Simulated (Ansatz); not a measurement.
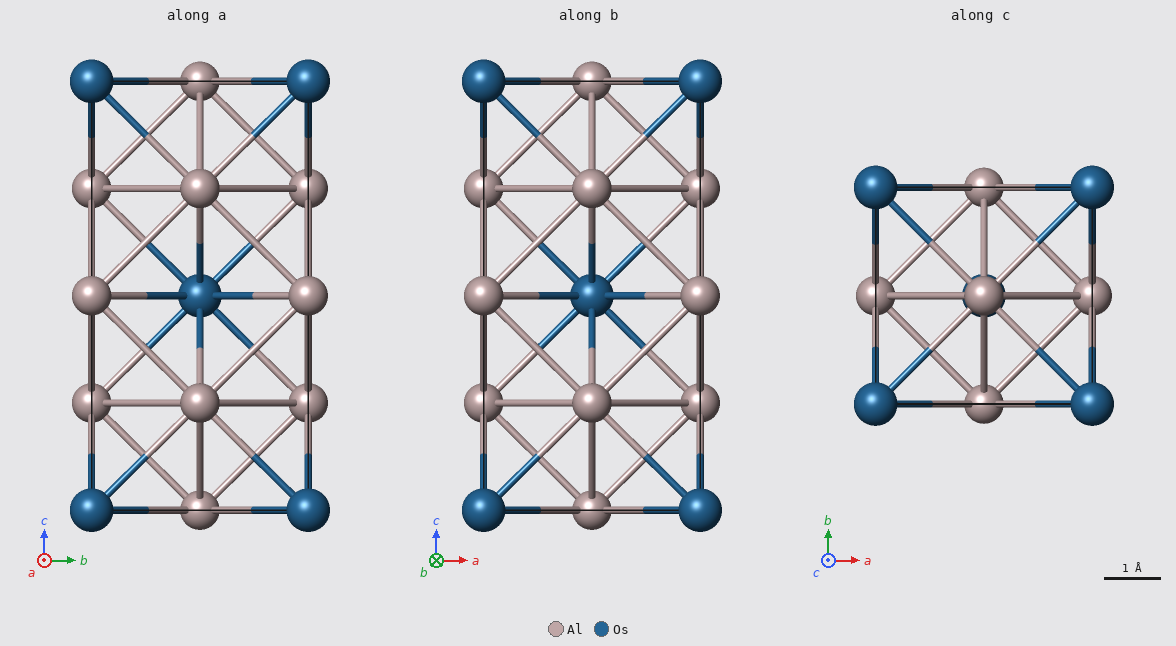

View along the a axis, along the b axis and along the c axis, drawn as a ball-and-stick model. The edges of the conventional unit cell are marked.

Pairs joined by sticks: Al–Al up to 2.95 Å, Al–Os up to 3.06 Å (cut-off distances).

The composition is Al₃Os.

> To which atoms is each Os bonded?

Twelve Al in a cuboctahedral arrangement at about 2.7 Å.

> In how many dimensions do the bonds extend?

The bonds build a three-dimensional framework.

It derives from a textbook structure type filled with these elements (whether it is the usual form wasn't checked). Relaxation method: Ansatz, DFT PBE, scalar-relativistic, plane waves, PAW.
